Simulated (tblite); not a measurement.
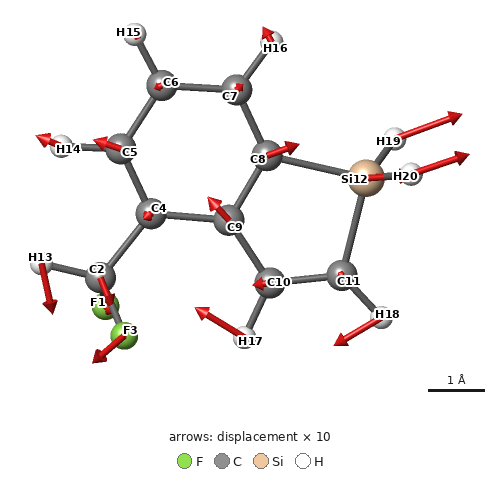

A relaxation of C$_{9}$H$_{8}$F$_{2}$Si. The starting structure is drawn; red arrows show the displacements, magnified 10 times. The two geometries are superimposed by the best rigid fit.

The picture is a ball-and-stick view, seen at a tilt.

Method: GFN2-xTB geometry optimisation, gas phase (tblite). 

Atoms of which element are displaced furthest, and by how much?

Answer. Hydrogen: up to 0.13 Å, against 0.09 Å for silicon.

What happened in the run?

Answer. The atom that moves furthest after the best rigid fit is H19 (0.13 Å). By element the largest moves are H 0.13 Å, Si 0.09 Å, F 0.09 Å, C 0.06 Å. Near-neighbour distances that change, for instance: C2–F3 1.414 → 1.362 Å, C9–C10 1.411 → 1.457 Å, C4–C5 1.356 → 1.392 Å, C10–H17 1.110 → 1.079 Å. Bond angles that change, for instance: C4–C9–C8 113.6° → 119.8°, C7–C8–C9 125.9° → 119.8°, C10–C11–H18 127.2° → 121.6°. Over 32 geometry steps the energy falls by 9.12 kcal/mol. The run took 0.28 s on 1 thread of Arm Neoverse V2, on a shared host.
